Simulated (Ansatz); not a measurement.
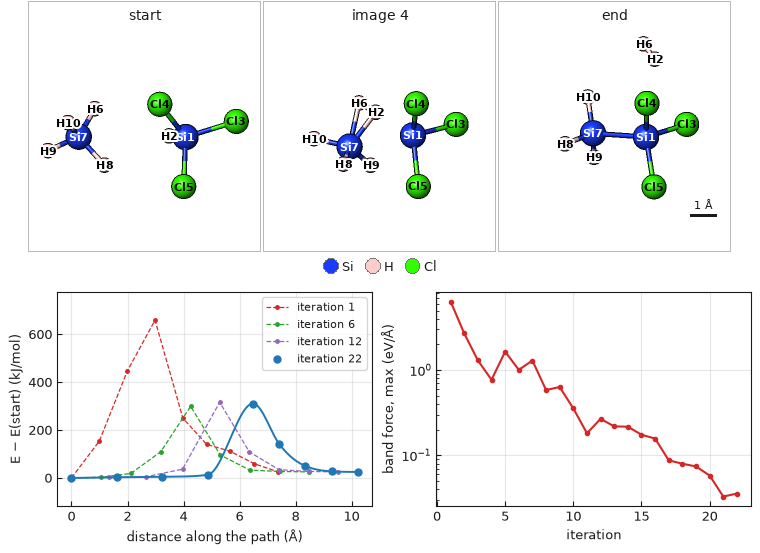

A search for the minimum-energy path of Si2H5Cl3, made up of SiHCl3 and SiH₄ by the nudged elastic band. Images are numbered from 0 (start) to 8 (end). The plot follows the band through its iterations. A ball-and-stick model, seen at a tilt.

These are results of RKS B3LYP-D4/def2-SVP (Ansatz), not measurements. Set-up: 7 movable images; climbing image; force threshold 0.05 eV/Å; iteration limit 54; starting path through a guess of the saddle point.

> How did the profile develop, and is the result final?

The run is converged, with reservations. The band converged in 22 iterations. The largest component of the band force went from 6.4 to 0.036 eV/Å. The climbing image converged on the top of the path. Its vibrational analysis gives 2 imaginary modes over 30i cm⁻¹, so it isn't confirmed as a transition state. The first iteration put the highest image at 659.0 kJ/mol. Forward barrier 310.8 kJ/mol, backward barrier 285.8 kJ/mol, with image 4 at the top; the reaction energy is +25.0 kJ/mol.

Limits of the set-up: the start holds two separate molecules, 3.0 Å apart at their closest, whose relative position is a soft coordinate.
